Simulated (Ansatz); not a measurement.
**CH5LiMgSi: density, localisation and related maps**

Input

```
crystal:
  periodic: [false, false, false]
  atoms:
    - { symbol: Li, position_ang: [1.31928, -2.30004, -3.48901] }
    - { symbol: Mg, position_ang: [0.95316, -0.7675, -1.47227] }
    - { symbol: C, position_ang: [0.77579, 0.61385, 0.24322] }
    - { symbol: Si, position_ang: [-0.93577, 0.21539, 0.82262] }
    - { symbol: H, position_ang: [1.50273, 0.43981, 1.05122] }
    - { symbol: H, position_ang: [0.84961, 1.67957, -0.02246] }
    - { symbol: H, position_ang: [-1.30256, 1.10128, 1.98156] }
    - { symbol: H, position_ang: [-1.92789, 0.52467, -0.2639] }
    - { symbol: H, position_ang: [-1.2747, -1.15839, 1.2696] }
basis:
  gaussian: { orbitals: def2-SVP }
hamiltonian:
  xc: blyp
relax:
  f_tol: 0.015
  max_steps: 40
output:
  orbitals: {}
```

Launched as:

```sh
ansatz run input.yaml --threads 1 --pin off --max-ram 2048MiB --backend cpu --events-out ev --progress --plain --runs-dir out
```

The fields are those of the relaxed geometry.

Theory: RKS BLYP/def2-SVP in Ansatz.

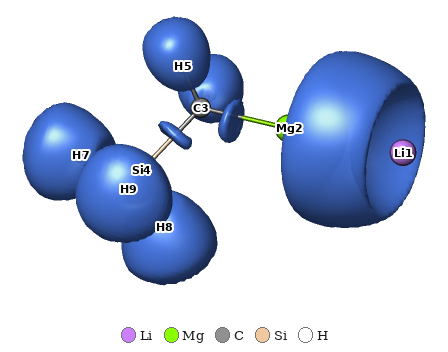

Figure 1. Isosurface of the electron localisation function at 0.9 (blue), seen at a tilt. Core shells and regions of very low density are left out.

**Identify the bonds, lone pairs and shells in this picture.**

The ELF exceeds this value in one region between bonded C–Si atoms (shared pairs), five regions around hydrogen nuclei, one lobe of the valence shell of C pointing towards Mg and one lobe of the valence shell of Li pointing towards Mg (polar bonds). Profiles from the grid: C–Si (1.87 Å): the ELF peaks at about 0.95 between the atoms, as expected for localised, covalent bonding. C–Mg (2.16 Å): the ELF peaks at about 0.95 in the valence shell of C, 0.8 Å from its nucleus, and is about 0.70 at the midpoint.

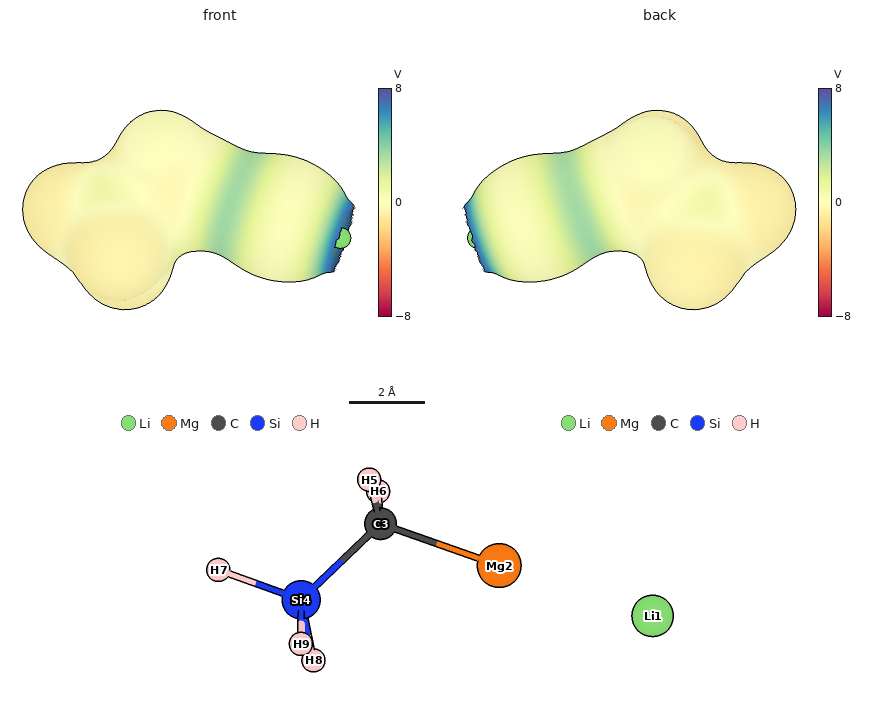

Figure 2. The molecular electrostatic potential painted on the density surface at 0.004 e/bohr³, seen from the front and from behind; the colour scale runs from red (negative) to blue (positive). The bare structure is drawn below in the same view.

**Which sites attract a positive test charge, and which a negative one?**

A positive charge is drawn to the negative regions and a negative charge to the positive ones. The most negative region (about −0.8 V) lies over C3 and H7, the most positive (about +6.9 V) over Li1.

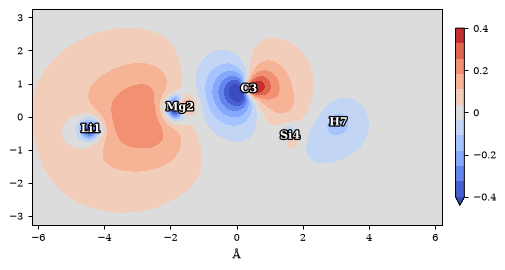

Figure 3. The HOMO on the plane of atoms Mg2, C3 and Si4 (values in Å⁻³ᐟ²; the overall sign is arbitrary).

**Where does this orbital lie, and at what energy?**

By Hirshfeld shares it lies mainly on Mg2 (about 45 %), Li1 (about 35 %) and C3 (about 15 %). Its energy is −3.79 eV.
